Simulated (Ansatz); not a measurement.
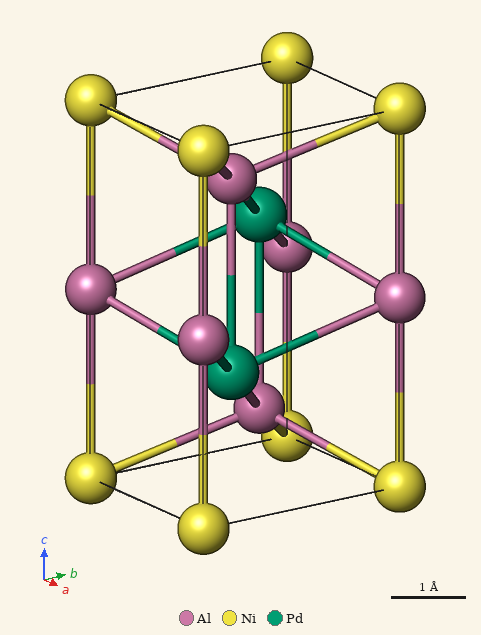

Structure drawing (ball-and-stick), viewed slightly off an axis. Thin lines show the simulation cell, with boundary atoms drawn in all their periodic places.

Input for the calculation:
```yaml
crystal:
  lattice:
    - [4.271076572, 0.0, 0.0]
    - [-2.135538286, 3.6988608129, 0.0]
    - [0.0, 0.0, 5.2430307254]
  atoms:
    - { symbol: Al, position: [0.6666666667, 0.3333333333, 0.8441538636] }
    - { symbol: Al, position: [0.3333333333, 0.6666666667, 0.1558461364] }
    - { symbol: Al, position: [0.0, 0.0, 0.5] }
    - { symbol: Ni, position: [0.0, 0.0, 0.0] }
    - { symbol: Pd, position: [0.3333333333, 0.6666666667, 0.6675504221] }
    - { symbol: Pd, position: [0.6666666667, 0.3333333333, 0.3324495779] }
basis:
  ecutwfc: 420
kpoints:
  mp_grid: { grid: [12, 12, 8] }
  band_path:
    path:
      - [[0.0, 0.0, 0.0], [0.5, 0.0, 0.0], [0.33333333, 0.33333333, 0.0], [0.0, 0.0, 0.0], [0.0, 0.0, 0.5], [0.5, 0.0, 0.5], [0.33333333, 0.33333333, 0.5], [0.0, 0.0, 0.5]]
      - [[0.5, 0.0, 0.5], [0.5, 0.0, 0.0]]
      - [[0.33333333, 0.33333333, 0.5], [0.33333333, 0.33333333, 0.0]]
    npoints: 14
hamiltonian:
  xc: pbe
scf:
  occupations: { method: gaussian, width: 0.1 }
  n_extra_bands: 15
output:
  forces: true
  stress: true
  eigenvalues: true
  populations: true
  dos: { projected: true, de: 0.02, nscf_kmesh: { grid: [15, 15, 10] } }
  bader: true
  write_density: true
  write_potential: true
  elf: true
  volumetric_format: npy
```
Run as:
```sh
ansatz run input.yaml --threads 1 --pin off --max-ram 2560MiB --backend cpu --events-out ev --progress --plain --runs-dir out
```

All computed values are from DFT PBE, scalar-relativistic, plane waves, PAW in Ansatz. Settings: plane waves up to 420 eV, k-point mesh 12×12×8, Gaussian smearing of 0.1 eV, no spin polarisation (a spin-restricted run, not always the ground state).

What net charge does each kind of atom have (Bader)?

Answer. Al +1.64 to +1.67 e; Ni -1.16 e; Pd -1.90 e.

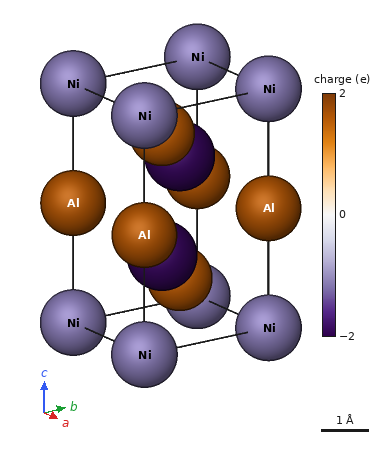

The atoms coloured by those charges.

Its origin is a structure type filled with these elements by a generator (whether the compound takes this form wasn't checked). Earlier steps of the study may have refined or changed the cell and positions. It went into a calculation with Ansatz.
